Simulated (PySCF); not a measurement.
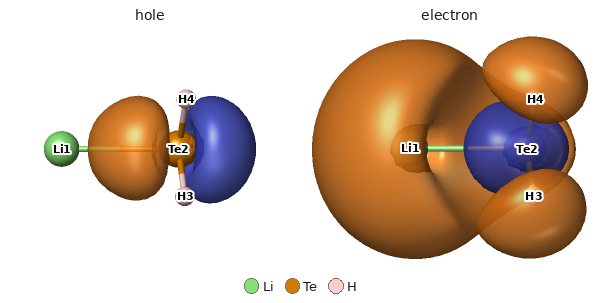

Figure. H2LiTe, charge +1, SMILES `[Li+].[TeH2]`. Leading natural transition orbital pair of S₂ (TDA singlet states); the surfaces enclose about 70 % of each orbital's density.

PySCF calculation, ωB97X/def2-SVP, gas phase; geometry: an unrelaxed start of a pair search. Core potentials replace the inner electrons of Te; spin–orbit coupling isn't included. Without diffuse functions Rydberg states are missing, so the states' numbers hold for this basis only.

Give its energy and the atoms that hole and electron lie on.

6.28 eV (197 nm), f = 0.130 (bright), partly diffuse acceptor orbital, which a basis without diffuse functions describes poorly; the leading pair carries 100 %; hole on Te2 (85 %) and Li1 (9 %), electron on Li1 (61 %), Te2 (26 %) and H3 and H4 (6 % each) (atom shares of so diffuse an orbital are rough); their centroids lie 1.9 Å apart. In canonical orbitals it is mainly HOMO → LUMO (82 %). The HOMO–LUMO gap is 10.45 eV.
